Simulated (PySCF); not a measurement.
C4H10OSi2

| atom | x (Å) | y (Å) | z (Å) |
| --- | --- | --- | --- |
| O | 3.8121 | -0.5363 | -0.3516 |
| C | 2.6489 | -0.2551 | -0.3824 |
| C | 1.5913 | -0.7917 | 0.5463 |
| C | 1.0636 | 0.3678 | 1.3406 |
| C | 0.0137 | 1.1040 | 0.9995 |
| Si | -1.1357 | 0.8632 | -0.4763 |
| Si | -2.8201 | -0.6407 | 0.0330 |
| H | 2.2485 | 0.4817 | -1.1058 |
| H | 0.7947 | -1.2325 | -0.0550 |
| H | 2.0292 | -1.5456 | 1.2018 |
| H | 1.6488 | 0.6087 | 2.2207 |
| H | -0.2440 | 1.9246 | 1.6586 |
| H | -1.6386 | 2.2073 | -0.7931 |
| H | -0.3544 | 0.4562 | -1.6558 |
| H | -3.7586 | -0.7899 | -1.0817 |
| H | -2.2986 | -1.9788 | 0.3319 |
| H | -3.6076 | -0.2309 | 1.1982 |

Geometry: GFN2-xTB.

The calculation used B3LYP/def2-SVPD, SCF density, gas phase in PySCF.

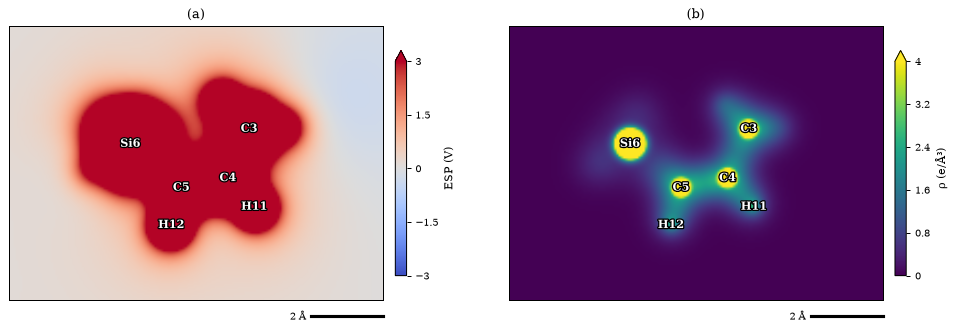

Figure 1. (a) electrostatic potential; (b) electron density on the plane of atoms C4, C5 and Si6.

> Read the bonding off the picture.

The section cuts through C, Si and H sites. C–C (1.33 Å): ρ is about 2.3 e/Å³ halfway. C–Si (1.89 Å): the density is about 0.93 e/Å³ at the midpoint. C–H (1.08 Å): the density is about 2 e/Å³ at the midpoint. C–C (1.50 Å): ρ at the midpoint is about 1.7 e/Å³. Outside the dense part of the molecule the potential is most negative (−0.3 V) near H10, which lies off the plane.

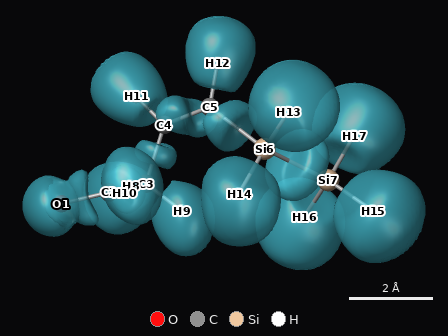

Figure 2. Isosurface of the ELF at 0.75 (cyan), seen at a tilt. Only the valence region is drawn (cores and ρ < 0.01 e/Å³ removed).

> Describe the localisation domains.

At this value the surface marks out three regions between bonded C–C atoms (shared pairs), one region between bonded C–Si atoms (shared pairs), one region between bonded Si–Si atoms (shared pairs), ten regions around hydrogen nuclei and one region on O in which the atom's valence shell and bonds are merged.


C–O (1.20 Å): the ELF peaks at about 0.85 between the atoms: a multiple bond. C–C (1.33 Å): the ELF peaks at about 0.95 between the atoms (a short, multiple covalent bond).

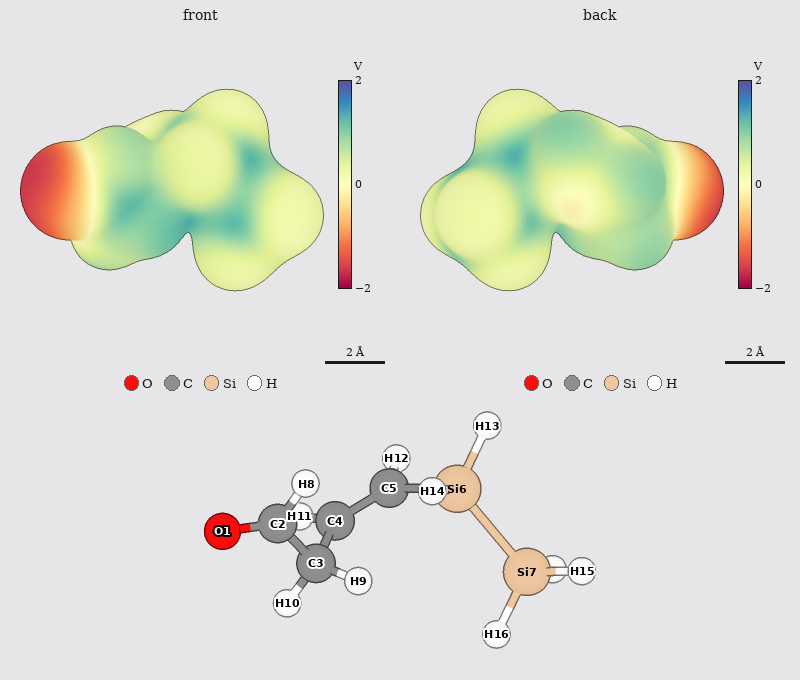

Figure 3. The electrostatic potential painted on the density surface at 0.002 e/bohr³, seen from the front and from behind; red is negative and blue positive. The bare structure is drawn below in the same view.

> Which sites attract a positive test charge, and which a negative one?

A positive charge is drawn to the negative regions and a negative charge to the positive ones. The most negative region (about −1.6 V) lies over O1, the most positive (about +1.3 V) over C2, Si6, Si7 and H9. O1 is the likeliest acceptor of a hydrogen bond.

> What dipole moment does the calculation give?

Its dipole moment is 2.63 D.
